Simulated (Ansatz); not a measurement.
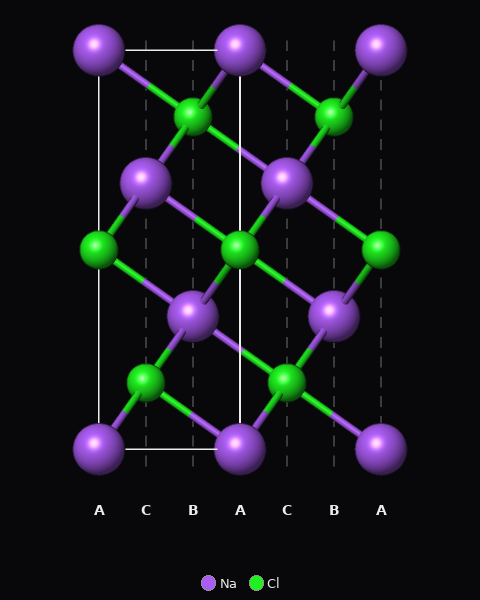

The picture looks along a close-packed row of the hexagonal mesh; [111] points upwards. The dashed lines mark the three columns A (0, 0), B (1/3, 2/3) and C (2/3, 1/3). The box is the hexagonal cell of the face-centred cubic lattice. The sequence starts with the first layer at or above the cell's origin.

System NaCl; source of the atomic positions: the end point of a relaxation with Ansatz 0.2.0, DFT, PBE, plane waves, PAW.

> List the layers of one repeat.

Na(A) – Cl(C) – Na(B) – Cl(A) – Na(C) – Cl(B) (six layers in 9.86 Å).

> How are the Cl layers alone stacked?

Cl layers alone: CAB, the cubic close-packed type.

> Which positions between or in the Cl layers do the other atoms fill?

Na: three octahedral sites (per hexagonal cell).
